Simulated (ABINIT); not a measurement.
# A GW chain in ABINIT: AlN (P6_3mc)

How does a plane-wave GW calculation on AlN (P6_3mc) run from the first input to the gap?

Main program and level: ABINIT 10.8.3; LDA and many-body steps on it, plane waves.

The database entry behind the starting cell differs from later determinations by our own check (inner coordinate u about 0.002 short), so it need not match the best structure at ambient conditions.

### Step 1. Set-up

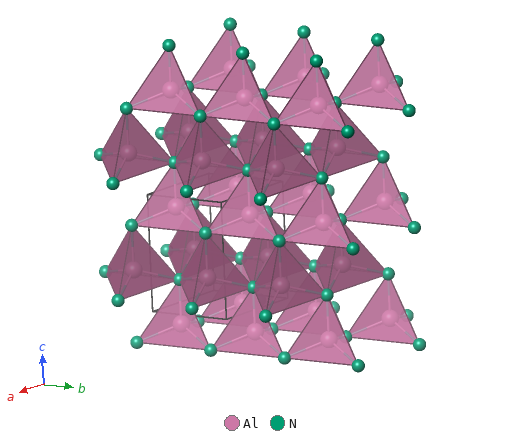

The starting structure, seen from a free direction (aluminium pink, nitrogen teal). 2×3×2 cells are drawn. Some periodic images of atoms are drawn too.

The cell and positions come from the Crystallography Open Database and are kept as given unless a step says otherwise.

### Step 2. Ground state

This step: ABINIT 10.8.3; DFT, LDA, plane waves, norm-conserving pseudopotentials.

The ground-state density comes first.

The input, run.abi:

```
acell 3*1.0 Angstrom
rprim 
  3.113000000011 -0.000000000003 0.000000000000
  -1.556500000003 2.695937081992 0.000000000000
  0.000000000000 0.000000000000 4.981000000000
ntypat 2
znucl 13 7
natom 4
typat 1 1 2 2
xred 
  0.333333333333 0.666666666667 0.000000000000
  0.666666666667 0.333333333333 0.500000000000
  0.333333333333 0.666666666667 0.380000000000
  0.666666666667 0.333333333333 0.880000000000
pp_dirpath "pseudos"
pseudos "Al.upf, N.upf"
ecut 36
ngkpt 6 6 4
nshiftk 1
shiftk 0 0 0
kptopt 1
chksymbreak 0
nband 14
occopt 1
tolvrs 1e-10
nstep 60
prtwf 0
optforces 0
optstress 0
indata_prefix "in"
outdata_prefix "out"
tmpdata_prefix "tmp"
```

Command:

```sh
> OMP_NUM_THREADS=1 mpirun -n 4 abinit run.abi > log
```

Numbers of over 12 decimals in the logs are rounded to 6 here.

Log:

```text
.Version 10.8.3 of ABINIT. v10.8.2 released Aug 2026.

 Symmetries : space group P6_3 m c (#186); Bravais hP (primitive hexag.)
================================================================================
 Values of the parameters that define the memory need of the present run
     intxc =       0    ionmov =       0      iscf =       7    lmnmax =       6
     lnmax =       6     mgfft =      54  mpssoang =       3    mqgrid =    3001
     natom =       4  nloc_mem =       1    nspden =       1   nspinor =       1
    nsppol =       1      nsym =      12    n1xccc =    2501    ntypat =       2
    occopt =       1   xclevel =       1
-    mband =          14        mffmem =           1         mkmem =           6
       mpw =        2934          nfft =       55296          nkpt =          21
================================================================================
  Rough estimation (10% accuracy) of disk space for files :
================================================================================

--------------------------------------------------------------------------------
------------- Echo of variables that govern the present computation ------------
--------------------------------------------------------------------------------
 -outvars: echo values of preprocessed input variables --------
            acell      1.8897261259E+00  1.8897261259E+00  1.8897261259E+00 Bohr

      chksymbreak           0
             ecut      3.60000000E+01 Hartree
-          fftalg         312

              ixc       -1012
              kpt      0.00000000E+00  0.00000000E+00  0.00000000E+00
                       1.66666667E-01  0.00000000E+00  0.00000000E+00
                       3.33333333E-01  0.00000000E+00  0.00000000E+00
                       5.00000000E-01  0.00000000E+00  0.00000000E+00
                       1.66666667E-01  1.66666667E-01  0.00000000E+00
                       3.33333333E-01  1.66666667E-01  0.00000000E+00
                       3.33333333E-01  3.33333333E-01  0.00000000E+00
                       0.00000000E+00  0.00000000E+00  2.50000000E-01
                       1.66666667E-01  0.00000000E+00  2.50000000E-01
   [... 10 further rows ...]
                       3.33333333E-01  1.66666667E-01  5.00000000E-01
                       3.33333333E-01  3.33333333E-01  5.00000000E-01
         kptrlatt        6    0    0      0    6    0      0    0    4
          kptrlen      3.52963046E+01
P           mkmem           6
            natom           4
            nband          14
            ngfft          32      32      54
             nkpt          21
            nstep          60
             nsym          12
           ntypat           2
              occ      2.000000  2.000000  2.000000  2.000000  2.000000  2.000000
                       2.000000  2.000000  0.000000  0.000000  0.000000  0.000000
                       0.000000  0.000000
        optforces           0
        optstress           0
            prtwf           0
            rprim      3.1130000000E+00 -3.0000000000E-12  0.0000000000E+00
[...]
spgroup         186

           tolvrs      1.00000000E-10

             xred      3.3333333333E-01  6.6666666667E-01  1.1102230246E-16
[...]
znucl       13.00000    7.00000

================================================================================

 chkinp: Checking input parameters for consistency.

================================================================================
== DATASET  1 ==================================================================
-   mpi_nproc: 4, omp_nthreads: 1 (-1 if OMP is not activated)

--- !DatasetInfo
iteration_state: {dtset: 1, }
dimensions: {natom: 4, nkpt: 21, mband: 14, nsppol: 1, nspinor: 1, nspden: 1, mpw: 2934, }
cutoff_energies: {ecut:  36.0, pawecutdg:  -1.0, }
electrons: {nelect:   1.60000000E+01, charge:   0.00000000E+00, occopt:   1.00000000E+00, tsmear:   1.00000000E-02, }

 Real(R)+Recip(G) space primitive vectors, cartesian coordinates (Bohr,Bohr^-1):
 R(1)=  5.8827174  0.0000000  0.0000000  G(1)=  0.1699895  0.0981435  0.0000000
 R(2)= -2.9413587  5.0945827  0.0000000  G(2)=  0.0000000  0.1962869  0.0000000
 R(3)=  0.0000000  0.0000000  9.4127258  G(3)=  0.0000000  0.0000000  0.1062392
 Unit cell volume ucvol=  2.8209931E+02 bohr^3
 Angles (23,13,12)=  9.00000000E+01  9.00000000E+01  1.20000000E+02 degrees

 getcut: wavevector=  0.0000  0.0000  0.0000  ngfft=  32  32  54
         ecut(hartree)=     36.000   => boxcut(ratio)=   2.01398

--- Pseudopotential description ------------------------------------------------
- Al Generated using ONCVPSP code by D. R. Hamann
- 13.00000   3.00000  180309                  znucl, zion, pspdat
12 -1012 2 -1 1854                            pspcod,pspxc,lmax,lloc,mmax
     nproj     2     2     2
  pspatm : epsatm=    0.57439143
         --- l  ekb(1:nproj) -->
[...]
pspatm: atomic psp has been read  and splines computed

- N Generated using ONCVPSP code by D. R. Hamann
-  7.00000   5.00000  180309                  znucl, zion, pspdat
12 -1012 1 -1 1058                            pspcod,pspxc,lmax,lloc,mmax
     nproj     2     2     0
  pspatm : epsatm=    5.30777321
         --- l  ekb(1:nproj) -->
[...]
pspatm: atomic psp has been read  and splines computed

   1.88229268E+02                                ecore*ucvol(ha*bohr**3)
--------------------------------------------------------------------------------

_setup2: Arith. and geom. avg. npw (full set) are    2910.285    2910.260

================================================================================

--- !BeginCycle
iteration_state: {dtset: 1, }
solver: {iscf: 7, nstep: 60, nline: 4, wfoptalg: 0, }
tolerances: {tolvrs: 1.00E-10, }

     iter   Etot(hartree)      deltaE(h)  residm     vres2
 ETOT  1  -25.360049001870    -2.536E+01 5.573E-02 9.227E+02
 ETOT  2  -25.419467492625    -5.942E-02 1.610E-02 7.435E+02
 ETOT  3  -25.684981279308    -2.655E-01 1.357E-02 2.073E+00
 ETOT  4  -25.686120860242    -1.140E-03 7.821E-03 9.918E-02
 ETOT  5  -25.686147307159    -2.645E-05 3.235E-03 8.794E-04
 ETOT  6  -25.686147472856    -1.657E-07 2.204E-03 1.237E-04
 ETOT  7  -25.686147526854    -5.400E-08 2.652E-03 8.548E-07
 ETOT  8  -25.686147527106    -2.524E-10 2.193E-03 6.702E-08
 ETOT  9  -25.686147527133    -2.737E-11 1.592E-03 1.788E-09
 ETOT 10  -25.686147527134    -1.069E-12 1.031E-03 1.815E-11

 At SCF step   10       vres2   =  1.81E-11 < tolvrs=  1.00E-10 =>converged.

--- !ResultsGS
iteration_state: {dtset: 1, }
comment   : Summary of ground state results
lattice_vectors:
- [  5.8827174,  -0.0000000,   0.0000000, ]
- [ -2.9413587,   5.0945827,   0.0000000, ]
- [  0.0000000,   0.0000000,   9.4127258, ]
lattice_lengths: [   5.88272,    5.88272,    9.41273, ]
lattice_angles: [ 90.000,  90.000, 120.000, ] # degrees, (23, 13, 12)
lattice_volume:   2.8209931E+02
convergence: {deltae: -1.069E-12, res2:  1.815E-11, residm:  1.031E-03, diffor:  0.000E+00, }
etotal    :  -2.56861475E+01
entropy   :   0.00000000E+00
fermie    :   2.07969323E-01
cartesian_stress_tensor: null
pressure_GPa: null
xred      :
- [  3.3333E-01,   6.6667E-01,   1.1102E-16, Al]
- [  6.6667E-01,   3.3333E-01,   5.0000E-01, Al]
- [  3.3333E-01,   6.6667E-01,   3.8000E-01,  N]
- [  6.6667E-01,   3.3333E-01,   8.8000E-01,  N]
cartesian_forces: null
force_length_stats: {min: null, max: null, mean: null, }

 Integrated electronic density in atomic spheres:
 ------------------------------------------------
 Atom  Sphere_radius  Integrated_density
[...]
4        2.00000          5.34572500
================================================================================

 ----iterations are completed or convergence reached----

 Mean square residual over all n,k,spin=   55.697E-07; max=  10.310E-04
 reduced coordinates (array xred) for    4 atoms
       0.333333333333      0.666666666667      0.000000000000
       0.666666666667      0.333333333333      0.500000000000
       0.333333333333      0.666666666667      0.380000000000
       0.666666666667      0.333333333333      0.880000000000
 rms dE/dt=  0.0000E+00; max dE/dt=  0.0000E+00; dE/dt below (all hartree)
    1       0.000000000000      0.000000000000      0.000000000000
    2       0.000000000000      0.000000000000      0.000000000000
    3       0.000000000000      0.000000000000      0.000000000000
    4       0.000000000000      0.000000000000      0.000000000000

 cartesian coordinates (angstrom) at end:
    1      1.67e-12     1.797291     0.000000
    2      1.556500     0.898646     2.490500
    3      1.67e-12     1.797291     1.892780
    4      1.556500     0.898646     4.383280
 length scales=  1.889726125908  1.889726125908  1.889726125908 bohr
              =  1.000000000000  1.000000000000  1.000000000000 angstroms
 prteigrs : about to open file out_EIG
 Fermi (or HOMO) energy (hartree) =   0.20797   Average Vxc (hartree)=  -0.40307
 Eigenvalues (hartree) for nkpt=  21  k points:
 kpt#   1, nband= 14, wtk=  0.00694, kpt=  0.0000  0.0000  0.0000 (reduced coord)
  -0.34284   -0.26113   -0.01340    0.17723    0.17723    0.20143    0.20143    0.20797
   0.36434    0.44914    0.59278    0.61208    0.61208    0.68432
 prteigrs : prtvol=0 or 1, do not print more k-points.

--- !EnergyTerms
iteration_state     : {dtset: 1, }
comment             : Components of total free energy in Hartree
kinetic             :  1.63935807916451E+01
hartree             :  5.61716888740043E+00
xc                  : -8.49234516615847E+00
Ewald energy        : -2.17432241271520E+01
psp_core            :  6.67244707056834E-01
local_psp           : -1.66983499131039E+01
non_local_psp       : -1.43022270682249E+00
total_energy        : -2.56861475271344E+01
total_energy_eV     : -6.98955681532103E+02
band_energy         :  2.79891230043073E-01

== END DATASET(S) ==============================================================
================================================================================

 -outvars: echo values of variables after computation  --------
           etotal     -2.5686147527E+01
            nband          14
             nkpt          21
          spgroup         186
 [... the other variables as echoed above ...]

 Calculation completed.
```

It took 14 s on 4 MPI ranks of Arm Neoverse N1, shared host; peak memory 0.29 GiB.

This step gave:

* total energy: -698.9557 eV
* gap: 4.255 eV
* k of the valence top: 0, 0, 0
* k of the conduction bottom: 0, 0, 0
* least direct gap: 4.255 eV

The gap is direct, at Γ.

(Continued in part 2 of 3.)

[Paths, hosts, dates, memory and timing lines, banners, echoed tables and standing remarks are left out of the program output.]

[Logs are printed without paths, hosts, clocks, repeated set-up lines and the standing remarks that a program may print on its own settings, such as how far it seeks lower states.]

[Runs of the session that timed out or met a known fault of the program may be left out.]

[Hosts, paths, dates, database ids (printed as entryN), source tags and the programs' standing remarks are cut or masked in the printed files.]

[G0W0 gaps are taken among the corrected bands and points alone; a level outside them can change the order at an edge.]

[Where Ansatz stands beside ABINIT at settings called matched, ABINIT's density can come from a denser mesh and the files from another edition; pairs whose starting gaps differed by over 0.03 eV were left out, so agreement reads better than it is.]
